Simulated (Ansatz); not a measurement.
**Si2NH9O: single-point calculation**

The run: single-point calculation of Si2NH9O. Method and program: RKS PBE0-D4/def2-TZVPP (Ansatz 0.2.0).

The geometry is the reactant side of a reaction. The reaction was set up to form Si1–O7 and N2–H6 and to break Si1–N2 and H6–O7 (atoms counted from 1 in the order of the input); sticks are drawn by distance alone. The geometry comes from this level: PBE0-D4/def2-TZVP.

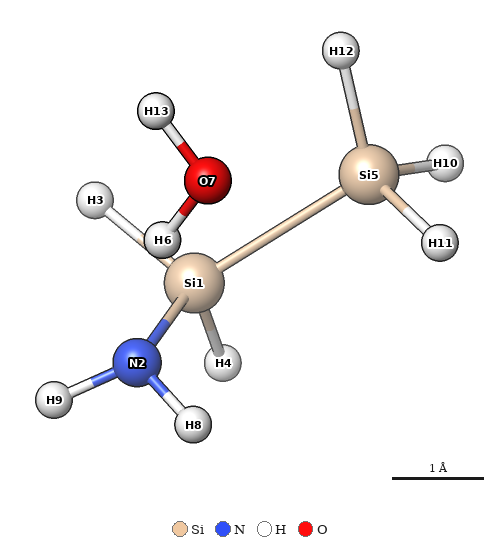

The structure (ball-and-stick view, seen at a tilt; atoms are numbered from 1 in the order of the input). Bond lengths as drawn: H–N 1.01 Å, H–O 0.96 to 0.97 Å, H–Si 1.48 to 1.49 Å, N–Si 1.75 Å and Si–Si 2.35 Å.

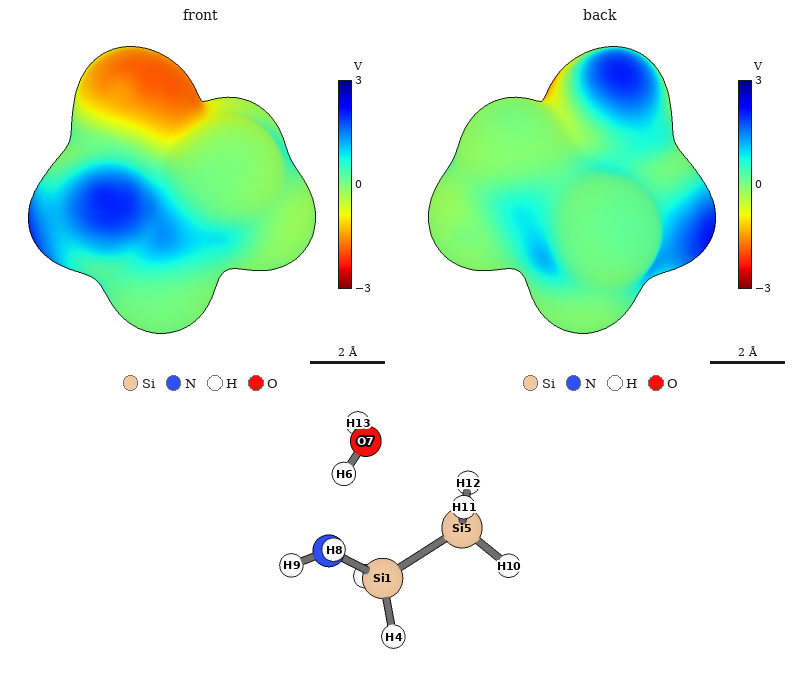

The electrostatic potential painted on the density surface at 0.002 e/bohr³, seen face on and from behind; red is negative and blue positive. The bare structure is drawn below in the same view.

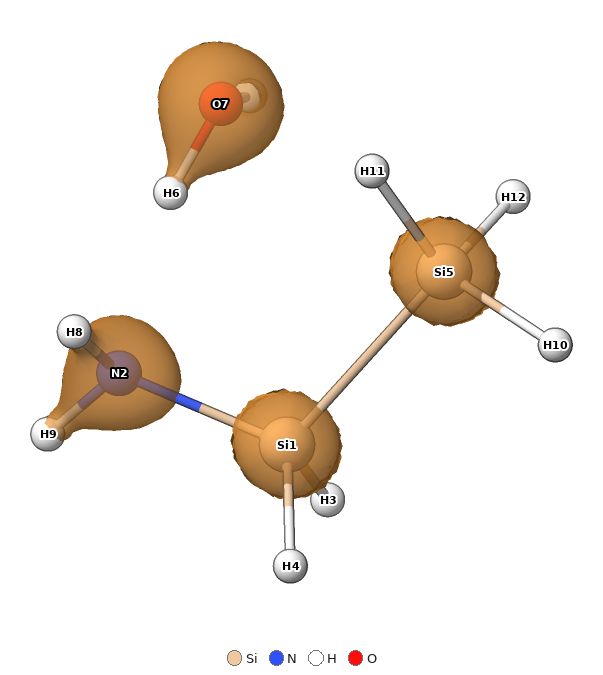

Isosurface of the total electron density at 2 e/Å³ (orange), seen at a tilt. At this value the surface falls into eight separate pieces. It is pinched off along the N···H (1.95 Å), Si–N (1.75 Å) and Si–Si (2.35 Å) contacts. On the grid the lowest density along these lines, outside the cores, is 0.21 e/Å³ (N···H, 1.95 Å), 0.88 e/Å³ (Si–N, 1.75 Å), 0.64 e/Å³ (Si–Si, 2.35 Å) and 2.5 e/Å³ (O–H, 0.96 Å).

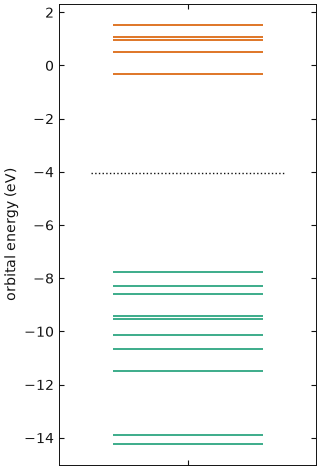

Orbital energies near the frontier; the dotted line parts filled from empty levels, and levels within 0.02 eV of each other stand side by side. Highest filled −7.75 eV, lowest empty −0.31 eV, 7.44 eV apart.

The input that produced these results follows, with the program's output.

Input
```yaml
crystal:
  periodic: [false, false, false]
  atoms:
    - {symbol: Si, position_ang: [-0.746164, -1.019070, 0.257283]}
    - {symbol: N, position_ang: [0.568504, -0.755076, 1.382012]}
    - {symbol: H, position_ang: [-1.968858, -0.518610, 0.943074]}
    - {symbol: H, position_ang: [-0.979475, -2.463979, -0.046129]}
    - {symbol: Si, position_ang: [-0.347939, 0.138153, -1.745190]}
    - {symbol: H, position_ang: [0.887162, 1.141814, 1.047166]}
    - {symbol: O, position_ang: [1.051989, 1.936411, 0.508308]}
    - {symbol: H, position_ang: [1.485348, -1.054358, 1.077637]}
    - {symbol: H, position_ang: [0.419777, -1.070345, 2.330703]}
    - {symbol: H, position_ang: [-1.040827, -0.619687, -2.828227]}
    - {symbol: H, position_ang: [1.104527, 0.157723, -2.056206]}
    - {symbol: H, position_ang: [-0.900359, 1.513983, -1.723562]}
    - {symbol: H, position_ang: [0.466114, 2.613041, 0.853031]}
basis:
  gaussian: {orbitals: def2-TZVPP}
hamiltonian: {xc: pbe0, dispersion: d4}
output: {orbitals: {seedname: orbitals}}
```

Launched with:
```bash
ansatz run in.yaml --threads 8 --pin off --events-out ev --progress --plain --max-ram 19148MiB
```

Log
```
Functional definition: PBE0
  name "PBE0"
  cite "Adamo & Barone, J. Chem. Phys. 110, 6158 (1999) doi:10.1063/1.478522"
  cite "Perdew, Burke & Ernzerhof, Phys. Rev. Lett. 77, 3865 (1996) doi:10.1103/PhysRevLett.77.3865"
  parent pbe
  parameter a = 0.25
  parameter kappa = 0.804
  parameter beta = 0.06672455060314922
  exchange = (1 - a)*pbe_x(kappa = kappa, mu = beta*pi^2/3) + a*exact_x
  correlation = pbe_c(beta = beta)
1419 factors; their error is unknown
mean field evaluation 1: about -19422.1915 eV, gradient 7.2e1 eV
mean field evaluation 2: about -19410.7781 eV, gradient 1.0e2 eV
mean field evaluation 4: about -19431.0327 eV, gradient 2.1e0 eV
mean field evaluation 8: about -19431.0417 eV, gradient 2.4e-2 eV
mean field -19431.08127591 eV, -714.0790660297 hartree, gradient 8.9e-5 eV, S^2 0.000000; 0 other end points of the search recorded, 0 dependent functions left out
reference -19431.08131268 eV, -714.0790673812 hartree; 26, 26 occupied and 246, 246 virtual orbitals, 1419 factors
Total energy: -19431.30112450 eV, -714.0871453166 hartree
```

Key numbers

- outcome: converged
- total energy: −19431.3011 eV
- mean-field energy: −19431.0813 eV
- dispersion energy: −0.2198 eV
- SCF solution under orbital rotations: stable
- HOMO: −7.75 eV
- LUMO: −0.31 eV
- hardware: 8 threads of Intel Xeon, 31 GiB of memory available, shared host
- wall time: 1.1 s (CPU time 6.7 s)
- peak memory: 0.71 GiB
